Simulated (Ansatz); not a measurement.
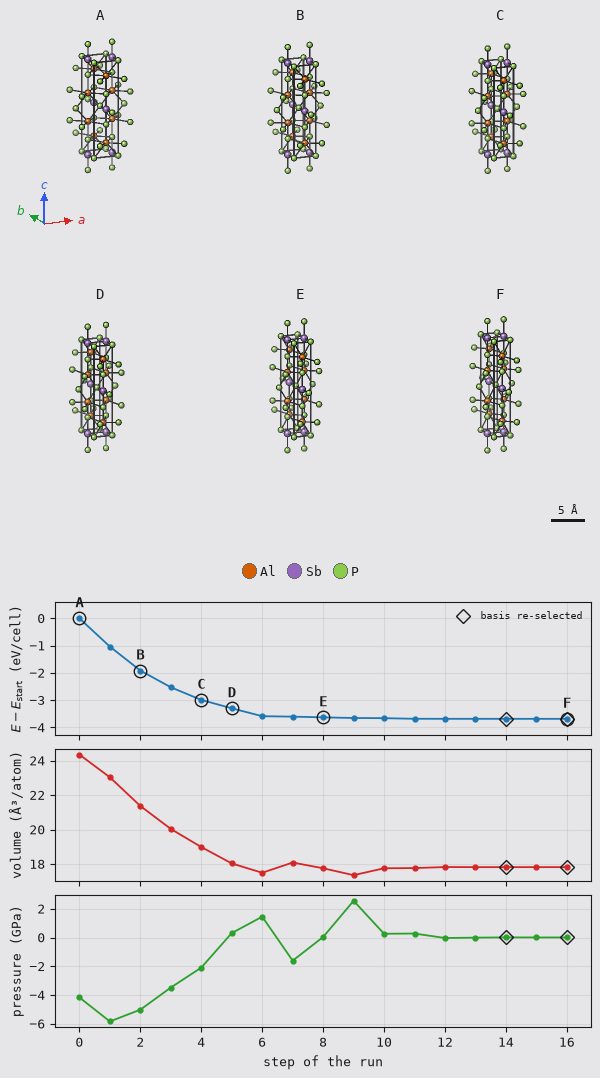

Frames of a relaxation of crystalline Al2SbP3 (built on the Ca2CuO3-71 type type), marked on the history of the run. The picture is a ball-and-stick view of the conventional cell (2 times the calculation's cell), seen slightly off an axis. Lengths and directions refer to the drawn axes.

Computed with DFT, PBEsol, plane waves, PAW (Ansatz 0.2.0). (plane-wave cutoff 420 eV; k-point mesh 8 × 8 × 8; occupations fermi dirac; smearing width 0.03 eV; no spin polarisation; cell and atoms relaxed; force threshold 0.01 eV/Å; at most 120 steps)

Q: Describe the path.

A: The largest moves relative to the cell, 0.26 Å, are those of P atoms. By element the largest moves are P 0.26 Å, Al 0.17 Å. Sb stays in place. The drawn cell changes as follows: a 4.069 → 2.744 Å (−32.6 %), b 4.735 → 5.126 Å (+8.3 %), c 15.169 → 15.202 Å (+0.2 %); the volume changes by −26.8 %. Some distances before and after: Sb–Sb 4.069 → 2.744 Å, P–P 4.069 → 2.744 Å, Al–P 2.895 → 2.476 Å, P–Sb 2.427 → 2.689 Å. The space group stays Immm (No. 71). After 14 accepted moves (16 points after the start) the energy has fallen by 3.684 eV per cell of the calculation. The largest force component goes from 1.9 to 0.00084 eV/Å. Pressure: −4.17 GPa at the start and 0.00 GPa at the end. The SCF was repeated twice at an unchanged geometry on a basis and grid sized afresh for the cell, which shifted the energy by 0.4 meV per cell of the calculation at most. From step 0 to 2: P atoms move most (0.21 Å), volume −12.2 %, energy −1.915 eV per cell of the calculation. From step 2 to 4: P atoms move most (0.07 Å), volume −11.1 %, energy −1.076 eV per cell of the calculation. From step 4 to 5: volume −5.0 %, energy −0.308 eV per cell of the calculation. From step 5 to 8: Al atoms move most (0.07 Å), volume −1.6 %, energy −0.332 eV per cell of the calculation. From step 8 to 16: Al atoms move most (0.08 Å), volume +0.4 %, energy −53.9 meV per cell of the calculation.
